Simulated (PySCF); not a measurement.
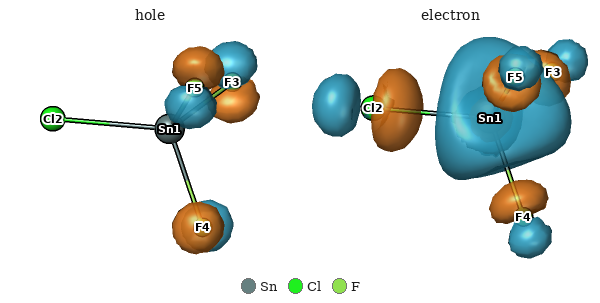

Figure. ClF$_{3}$Sn. Leading natural transition orbital pair of S₃ (TDA singlet states); the surfaces enclose about 70 % of each orbital's density.

PySCF calculation, M06-2X/def2-SVP, gas phase; geometry: GFN2-xTB. Core potentials replace the inner electrons of Sn; spin–orbit coupling isn't included. No frequency check shows the geometry to be a minimum. GFN2-xTB bond lengths at metals and heavier atoms can be off by up to 0.1 Å and shapes distorted, which carries into these values. Without diffuse functions Rydberg states are missing, so the states' numbers hold for this basis only.

Q: Where does the state lie, and where do hole and electron sit?

A: 6.94 eV (179 nm), f = 0.000 (dark); the leading pair carries 94 %; hole on F3, F4 and F5 (32 % each), electron on Sn1 (50 %), Cl2 (16 %) and F3, F4 and F5 (11 % each); their centroids lie 0.9 Å apart. In canonical orbitals it is mainly HOMO−3 → LUMO (92 %). The HOMO–LUMO gap is 9.71 eV.

Cost of the run: 3.6 min on 1 thread of Arm Neoverse V2 (shared host), peak memory 0.62 GiB.
